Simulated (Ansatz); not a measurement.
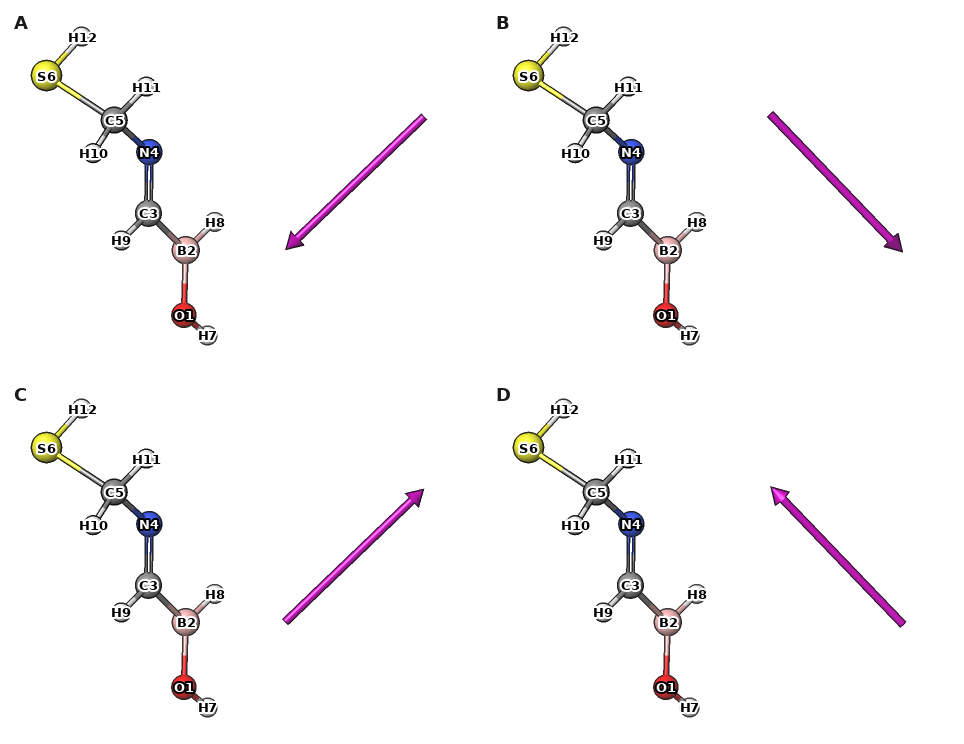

The same molecule four times, each with an arrow. The geometry was computed by an optimisation with PBE0-D4/def2-TZVP. No frequency run is at hand to confirm it as a minimum. Method: RKS B3LYP-D4/def2-TZVPP (Ansatz 0.2.0).

Question: Which arrow points along the dipole moment, from the negative to the positive end?

Answer: B. The dipole moment is 2.02 D; it points from the side of S6, H12 to the side of H7 (the outermost atoms at the two ends).
